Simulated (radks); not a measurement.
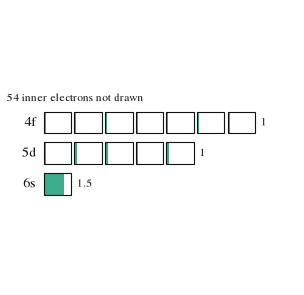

*The outer shells as the input fills them: a box for each of the 2l + 1 orbitals, shaded by the share of the shell that is filled, with the electron count at the right.*

**Atomic calculation for La (charge -0.5)**

System: La (charge -0.5), configuration [Xe] 4f1 5d1 6s1.5.
Method: scalar-relativistic Kohn-Sham, PBE, spin-unpolarised, spherical densities, finite nucleus (radks).

## The input
```
Z 57
configuration [Xe] 4f1 5d1 6s1.5
relativity scalar-relativistic
functional pbe,pbe
spin unpolarised
nucleus finite rms 4.855 fm
c 137.035999084
```

Energies in input and log are in hartree, lengths in bohr (the nuclear radius in fm).

Hardware: 1 CPU thread, shared host.

## The program's output
```
1s      1   2.0000       -1423.78585785
2s      1   2.0000        -226.48328356
2p      1   6.0000        -202.97903465
3s      1   2.0000         -48.25798193
3p      1   6.0000         -40.75103301
3d      1  10.0000         -29.96456975
4s      1   2.0000          -9.57752046
4p      1   6.0000          -7.14069763
4d      1  10.0000          -3.61617749
5s      1   2.0000          -1.31152152
5p      1   6.0000          -0.72204014
5d      1   1.0000          -0.05825038
6s      1   1.5000          -0.10287616
Etot 6.387387317491848e+40
Ekin 4.2941591925839495e+21
Encl -2.543799866141987e+22
Eh 6.3873873174919255e+40
Exc -7.775545270069082e+26
err 8.573521769455141e+29
it 51
```

## Outcome

- outcome: not converged
- total energy: 63873873174918481325628058666439196803072.0000 hartree
- kinetic energy: 4294159192583949516800.0000 hartree
- electron–nucleus energy: −25437998661419868880896.0000 hartree
- Hartree energy: 63873873174919255038152612029111008755712.0000 hartree
- exchange–correlation energy: −777554527006908201390047232.0000 hartree
- SCF iterations: 51
- wall time: 0.58 s

## Diagnosis

The run did not meet its convergence test in 51 iterations, so its last values are not results.
